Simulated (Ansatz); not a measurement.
Consider C₂H₄Al (charge +1).

The calculation's input:

```
crystal:
  periodic: [false, false, false]
  atoms:
    - {symbol: C, position_ang: [-0.769269, 0.591074, 0.277075]}
    - {symbol: C, position_ang: [0.577905, 0.427659, 0.376436]}
    - {symbol: Al, position_ang: [1.671555, -0.093516, -1.093621]}
    - {symbol: H, position_ang: [1.071049, 0.602819, 1.351100]}
    - {symbol: H, position_ang: [2.561123, -0.523526, -2.313168]}
    - {symbol: H, position_ang: [-1.343608, 0.438777, -0.651586]}
    - {symbol: H, position_ang: [-1.361915, 0.894443, 1.157686]}
basis:
  gaussian:
    orbitals: def2-TZVPD
total_charge: 1
magnetization:
  spin_polarized: false
  initial_magnetization: 0
hamiltonian:
  xc: pbe0
output:
  forces: true
  orbitals: {seedname: orbitals}
```

Run with:

```sh
ansatz run input.yaml --threads 1 --pin off --max-ram 2610MiB --events-out events.jsonl --progress --plain --runs-dir runs
```

Geometry: BLYP-D3(BJ)/def2-SVP.

The calculation used isolated molecule in a Gaussian basis; Kohn-Sham density functional theory, functional PBE0 (Ansatz).

Q: What can the converged electron density and electron localisation function tell about the bonding?

A: C–C (1.36 Å): the density is about 2.2 e/Å³ at the midpoint; the ELF peaks at about 0.95 between the atoms, as expected for localised, covalent bonding.
C–Al (1.90 Å): ρ at the midpoint is about 0.77 e/Å³; the ELF peaks at about 0.95 between the atoms; a shared but strongly polarised pair.
C–H (1.10 Å): ρ is about 2 e/Å³ halfway; the ELF climbs to about 1 towards the hydrogen, as it does in any bond to H (a covalent bond by its length).
Al–H (1.57 Å): ρ at the midpoint is about 0.6 e/Å³; the ELF climbs to about 1 towards the hydrogen.

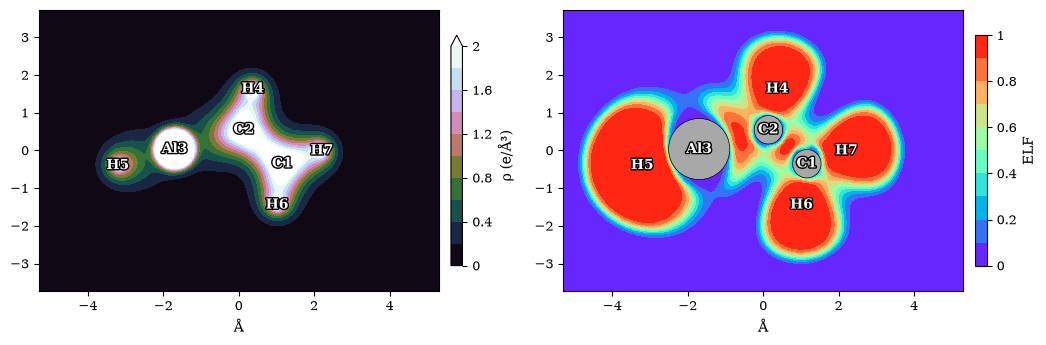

Computed electron density and electron localisation function on the molecular plane, in this order. Grey discs cover the atomic cores in the ELF map. 
